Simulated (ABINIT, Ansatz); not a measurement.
# Quasiparticle gap of Sr2H6Os (Fm-3m) in ABINIT

How does a plane-wave GW calculation on Sr2H6Os (Fm-3m) run from the first input to the gap?

Method: PBEsol and many-body steps on it, plane waves, in ABINIT 10.8.3.

### 1. The structure

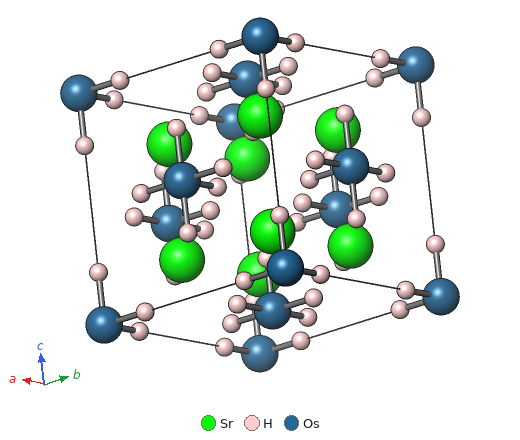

The starting structure, seen from a free direction (strontium green, hydrogen pink, osmium blue). This picture shows the conventional cell, with its axes. Some periodic images of atoms are drawn too.

As a file:

```cif
data_structure
_symmetry_space_group_name_H-M 'P 1'
_symmetry_Int_Tables_number 1
_cell_length_a 5.3914
_cell_length_b 5.3914
_cell_length_c 5.3914
_cell_angle_alpha 60.000
_cell_angle_beta 60.000
_cell_angle_gamma 60.000
_cell_volume 110.81
loop_
_atom_site_label
_atom_site_type_symbol
_atom_site_fract_x
_atom_site_fract_y
_atom_site_fract_z
_atom_site_occupancy
Sr1 Sr 0.75000 0.75000 0.75000 1
Sr2 Sr 0.25000 0.25000 0.25000 1
H3 H 0.77385 0.77385 0.22615 1
H4 H 0.22615 0.77385 0.22615 1
H5 H 0.77385 0.22615 0.22615 1
H6 H 0.22615 0.22615 0.77385 1
H7 H 0.77385 0.22615 0.77385 1
H8 H 0.22615 0.77385 0.77385 1
Os9 Os 0.00000 0.00000 0.00000 1
```

The cell and positions are those that the Materials Project relaxed with its own functionals (PBE, PBE+U or r2SCAN), kept fixed. Spin-orbit coupling is left out unless a step names it.

### 2. Ground state

This step: ABINIT 10.8.3; DFT, PBEsol, plane waves, norm-conserving pseudopotentials.

The ground-state density comes first.

run.abi reads:

```
acell 3*1.0 Angstrom
rprim 
  -0.000000000000 3.812277830000 3.812277830000
  3.812277830000 -0.000000000000 3.812277830000
  3.812277830000 3.812277830000 0.000000000000
ntypat 3
znucl 38 1 76
natom 9
typat 1 1 2 2 2 2 2 2 3
xred 
  0.750000000000 0.750000000000 0.750000000000
  0.250000000000 0.250000000000 0.250000000000
  0.773847590000 0.773847590000 0.226152410000
  0.226152410000 0.773847590000 0.226152410000
  0.773847590000 0.226152410000 0.226152410000
  0.226152410000 0.226152410000 0.773847590000
  0.773847590000 0.226152410000 0.773847590000
  0.226152410000 0.773847590000 0.773847590000
  0.000000000000 0.000000000000 0.000000000000
pp_dirpath "pseudos"
pseudos "Sr.upf, H.upf, Os.upf"
ecut 33
ngkpt 6 6 6
nshiftk 1
shiftk 0 0 0
kptopt 1
chksymbreak 0
nband 29
occopt 1
tolvrs 1e-10
nstep 60
prtwf 0
optforces 0
optstress 0
indata_prefix "in"
outdata_prefix "out"
tmpdata_prefix "tmp"
```

On the command line:

```sh
$ OMP_NUM_THREADS=1 mpirun -n 4 abinit run.abi > log
```

Numbers of over 12 decimals in the logs are rounded to 6 here.

What it wrote:

```text
.Version 10.8.3 of ABINIT. v10.8.2 released Aug 2026.

 Symmetries : space group Fm -3 m (#225); Bravais cF (face-center cubic)
================================================================================
 Values of the parameters that define the memory need of the present run
     intxc =       0    ionmov =       0      iscf =       7    lmnmax =       8
     lnmax =       8     mgfft =      54  mpssoang =       4    mqgrid =    3001
     natom =       9  nloc_mem =       1    nspden =       1   nspinor =       1
    nsppol =       1      nsym =      48    n1xccc =    2501    ntypat =       3
    occopt =       1   xclevel =       2
-    mband =          29        mffmem =           1         mkmem =           4
       mpw =        6790          nfft =      157464          nkpt =          16
================================================================================
  Rough estimation (10% accuracy) of disk space for files :
================================================================================

--------------------------------------------------------------------------------
------------- Echo of variables that govern the present computation ------------
--------------------------------------------------------------------------------
 -outvars: echo values of preprocessed input variables --------
            acell      1.8897261259E+00  1.8897261259E+00  1.8897261259E+00 Bohr

      chksymbreak           0
             ecut      3.30000000E+01 Hartree
-          fftalg         312

              ixc     -116133
              kpt      0.00000000E+00  0.00000000E+00  0.00000000E+00
                       1.66666667E-01  0.00000000E+00  0.00000000E+00
                       3.33333333E-01  0.00000000E+00  0.00000000E+00
                       5.00000000E-01  0.00000000E+00  0.00000000E+00
                       1.66666667E-01  1.66666667E-01  0.00000000E+00
                       3.33333333E-01  1.66666667E-01  0.00000000E+00
                       5.00000000E-01  1.66666667E-01  0.00000000E+00
                      -3.33333333E-01  1.66666667E-01  0.00000000E+00
                      -1.66666667E-01  1.66666667E-01  0.00000000E+00
   [... 5 further rows ...]
                      -3.33333333E-01  3.33333333E-01  1.66666667E-01
                      -3.33333333E-01  5.00000000E-01  1.66666667E-01
         kptrlatt        6    0    0      0    6    0      0    0    6
          kptrlen      6.11293333E+01
P           mkmem           4
            natom           9
            nband          29
            ngfft          54      54      54
             nkpt          16
            nstep          60
             nsym          48
           ntypat           3
              occ      2.000000  2.000000  2.000000  2.000000  2.000000  2.000000
                       2.000000  2.000000  2.000000  2.000000  2.000000  2.000000
                       2.000000  2.000000  2.000000  2.000000  2.000000  2.000000
                       2.000000  2.000000  2.000000  0.000000  0.000000  0.000000
                       0.000000  0.000000  0.000000  0.000000  0.000000
        optforces           0
        optstress           0
            prtwf           0
            rprim     -0.0000000000E+00  3.8122778300E+00  3.8122778300E+00
[...]
spgroup         225

           tolvrs      1.00000000E-10

             xred      7.5000000000E-01  7.5000000000E-01  7.5000000000E-01
[...]
znucl       38.00000    1.00000   76.00000

================================================================================

 chkinp: Checking input parameters for consistency.

================================================================================
== DATASET  1 ==================================================================
-   mpi_nproc: 4, omp_nthreads: 1 (-1 if OMP is not activated)

--- !DatasetInfo
iteration_state: {dtset: 1, }
dimensions: {natom: 9, nkpt: 16, mband: 29, nsppol: 1, nspinor: 1, nspden: 1, mpw: 6790, }
cutoff_energies: {ecut:  33.0, pawecutdg:  -1.0, }
electrons: {nelect:   4.20000000E+01, charge:   0.00000000E+00, occopt:   1.00000000E+00, tsmear:   1.00000000E-02, }

 Real(R)+Recip(G) space primitive vectors, cartesian coordinates (Bohr,Bohr^-1):
 R(1)=  0.0000000  7.2041610  7.2041610  G(1)= -0.0694043  0.0694043  0.0694043
 R(2)=  7.2041610  0.0000000  7.2041610  G(2)=  0.0694043 -0.0694043  0.0694043
 R(3)=  7.2041610  7.2041610  0.0000000  G(3)=  0.0694043  0.0694043 -0.0694043
 Unit cell volume ucvol=  7.4779099E+02 bohr^3
 Angles (23,13,12)=  6.00000000E+01  6.00000000E+01  6.00000000E+01 degrees

 getcut: wavevector=  0.0000  0.0000  0.0000  ngfft=  54  54  54
         ecut(hartree)=     33.000   => boxcut(ratio)=   2.05032

--- Pseudopotential description ------------------------------------------------
- Sr Generated using ONCVPSP code by D. R. Hamann
- 38.00000  10.00000  180301                  znucl, zion, pspdat
12 -116133 2 -1 1834                          pspcod,pspxc,lmax,lloc,mmax
     nproj     2     2     2     0
  pspatm : epsatm=   12.46451298
         --- l  ekb(1:nproj) -->
[...]
pspatm: atomic psp has been read  and splines computed

- H Generated using ONCVPSP code by D. R. Hamann
-  1.00000   1.00000  180301                  znucl, zion, pspdat
12 -116133 1 -1 1180                          pspcod,pspxc,lmax,lloc,mmax
     nproj     2     1     0     0
  pspatm : epsatm=    0.35585368
         --- l  ekb(1:nproj) -->
[...]
1   -0.494138
 pspatm: atomic psp has been read  and splines computed

- Os Generated using ONCVPSP code by D. R. Hamann
- 76.00000  16.00000  180301                  znucl, zion, pspdat
12 -116133 3 -1 1328                          pspcod,pspxc,lmax,lloc,mmax
     nproj     2     2     2     2
  pspatm : epsatm=   26.11825285
         --- l  ekb(1:nproj) -->
[...]
pspatm: atomic psp has been read  and splines computed

   2.23366084E+03                                ecore*ucvol(ha*bohr**3)
--------------------------------------------------------------------------------

_setup2: Arith. and geom. avg. npw (full set) are    6768.736    6768.723

================================================================================

--- !BeginCycle
iteration_state: {dtset: 1, }
solver: {iscf: 7, nstep: 60, nline: 4, wfoptalg: 0, }
tolerances: {tolvrs: 1.00E-10, }

     iter   Etot(hartree)      deltaE(h)  residm     vres2
 ETOT  1  -173.04125204378    -1.730E+02 4.053E-02 1.190E+03
 ETOT  2  -173.14167749916    -1.004E-01 6.718E-03 4.663E+02
 ETOT  3  -173.18247082336    -4.079E-02 6.017E-03 2.412E+02
 ETOT  4  -173.21343106491    -3.096E-02 1.072E-03 1.214E+00
 ETOT  5  -173.21349173734    -6.067E-05 1.538E-03 1.010E-01
 ETOT  6  -173.21349562075    -3.883E-06 4.270E-04 1.961E-02
 ETOT  7  -173.21349740708    -1.786E-06 8.507E-04 2.261E-04
 ETOT  8  -173.21349742435    -1.727E-08 9.062E-04 5.621E-06
 ETOT  9  -173.21349742507    -7.175E-10 8.880E-04 6.577E-08
 ETOT 10  -173.21349742508    -1.128E-11 7.017E-04 1.666E-09
 ETOT 11  -173.21349742508     3.979E-13 2.553E-04 2.174E-11

 At SCF step   11       vres2   =  2.17E-11 < tolvrs=  1.00E-10 =>converged.

--- !ResultsGS
iteration_state: {dtset: 1, }
comment   : Summary of ground state results
lattice_vectors:
- [ -0.0000000,   7.2041610,   7.2041610, ]
- [  7.2041610,  -0.0000000,   7.2041610, ]
- [  7.2041610,   7.2041610,   0.0000000, ]
lattice_lengths: [  10.18822,   10.18822,   10.18822, ]
lattice_angles: [ 60.000,  60.000,  60.000, ] # degrees, (23, 13, 12)
lattice_volume:   7.4779099E+02
convergence: {deltae:  3.979E-13, res2:  2.174E-11, residm:  2.553E-04, diffor:  0.000E+00, }
etotal    :  -1.73213497E+02
entropy   :   0.00000000E+00
fermie    :   1.85073637E-01
cartesian_stress_tensor: null
pressure_GPa: null
xred      :
- [  7.5000E-01,   7.5000E-01,   7.5000E-01, Sr]
- [  2.5000E-01,   2.5000E-01,   2.5000E-01, Sr]
- [  7.7385E-01,   7.7385E-01,   2.2615E-01,  H]
- [  2.2615E-01,   7.7385E-01,   2.2615E-01,  H]
- [  7.7385E-01,   2.2615E-01,   2.2615E-01,  H]
- [  2.2615E-01,   2.2615E-01,   7.7385E-01,  H]
- [  7.7385E-01,   2.2615E-01,   7.7385E-01,  H]
- [  2.2615E-01,   7.7385E-01,   7.7385E-01,  H]
- [  0.0000E+00,   0.0000E+00,   0.0000E+00, Os]
cartesian_forces: null
force_length_stats: {min: null, max: null, mean: null, }

 Integrated electronic density in atomic spheres:
 ------------------------------------------------
 Atom  Sphere_radius  Integrated_density
[...]
================================================================================

 ----iterations are completed or convergence reached----

 Mean square residual over all n,k,spin=   12.729E-07; max=  25.531E-05
 reduced coordinates (array xred) for    9 atoms
[...]
0.773847590000      0.226152410000      0.226152410000
       0.226152410000      0.226152410000      0.773847590000
       0.773847590000      0.226152410000      0.773847590000
       0.226152410000      0.773847590000      0.773847590000
       0.000000000000      0.000000000000      0.000000000000
 rms dE/dt=  0.0000E+00; max dE/dt=  0.0000E+00; dE/dt below (all hartree)
    1       0.000000000000      0.000000000000      0.000000000000
    2       0.000000000000      0.000000000000      0.000000000000
    3       0.000000000000      0.000000000000      0.000000000000
    4       0.000000000000      0.000000000000      0.000000000000
    5       0.000000000000      0.000000000000      0.000000000000
    6       0.000000000000      0.000000000000      0.000000000000
    7       0.000000000000      0.000000000000      0.000000000000
    8       0.000000000000      0.000000000000      0.000000000000
    9       0.000000000000      0.000000000000      0.000000000000

 cartesian coordinates (angstrom) at end:
    1      5.718417     5.718417     5.718417
[...]
5      1.724312     3.812278     3.812278
    6      3.812278     3.812278     1.724312
    7      3.812278     5.900244     3.812278
    8      5.900244     3.812278     3.812278
    9      0.000000     0.000000     0.000000
 length scales=  1.889726125908  1.889726125908  1.889726125908 bohr
              =  1.000000000000  1.000000000000  1.000000000000 angstroms
 prteigrs : about to open file out_EIG
 Fermi (or HOMO) energy (hartree) =   0.18507   Average Vxc (hartree)=  -0.35929
 Eigenvalues (hartree) for nkpt=  16  k points:
 kpt#   1, nband= 29, wtk=  0.00463, kpt=  0.0000  0.0000  0.0000 (reduced coord)
  -2.89754   -1.40597   -1.40597   -1.40597   -1.05391   -1.05139   -0.39931   -0.39931
  -0.39931   -0.38943   -0.38943   -0.38943   -0.06151    0.03521    0.03521    0.09729
   0.09729    0.09729    0.18507    0.18507    0.18507    0.32779    0.33296    0.33296
   0.45506    0.45506    0.45515    0.46441    0.46441
 prteigrs : prtvol=0 or 1, do not print more k-points.

--- !EnergyTerms
iteration_state     : {dtset: 1, }
comment             : Components of total free energy in Hartree
kinetic             :  4.96274163174293E+01
hartree             :  4.19954370646009E+01
xc                  : -3.93028004546245E+01
Ewald energy        : -1.02820583748387E+02
psp_core            :  2.98701223491021E+00
local_psp           : -1.40946357740949E+02
non_local_psp       :  1.52463789019408E+01
total_energy        : -1.73213497425079E+02
total_energy_eV     : -4.71337938145107E+03
band_energy         : -2.14092436139686E+01

== END DATASET(S) ==============================================================
================================================================================

 -outvars: echo values of variables after computation  --------
           etotal     -1.7321349743E+02
            nband          29
             nkpt          16
          spgroup         225
 [... the other variables as echoed above ...]

 Calculation completed.
```

Wall time 41 s (4 MPI ranks of Arm Neoverse V2, shared host); peak memory 0.43 GiB; 2.7 min of CPU time.

Numbers from this step:

| Quantity | Value |
| --- | --- |
| total energy | -4713.3794 eV |
| gap | 2.319 eV |
| k of the valence top | 0, 0, 0 |
| k of the conduction bottom | 0.5, 0.5, 0 |
| least direct gap | 2.383 eV |

The gap is indirect, with the least direct gap 0.06 eV higher.

[end of part 1 of 3]

[Paths, hosts, dates, memory and timing lines, banners, echoed tables and standing remarks are left out of the program output.]

[Logs are printed without paths, hosts, clocks, repeated set-up lines and the standing remarks that a program may print on its own settings, such as how far it seeks lower states.]

[Runs of the session that timed out or met a known fault of the program may be left out.]

[Hosts, paths, dates, database ids (printed as entryN), source tags and the programs' standing remarks are cut or masked in the printed files.]

[G0W0 gaps are taken among the corrected bands and points alone; a level outside them can change the order at an edge.]

[Where Ansatz stands beside ABINIT at settings called matched, ABINIT's density can come from a denser mesh and the files from another edition; pairs whose starting gaps differed by over 0.03 eV were left out, so agreement reads better than it is.]
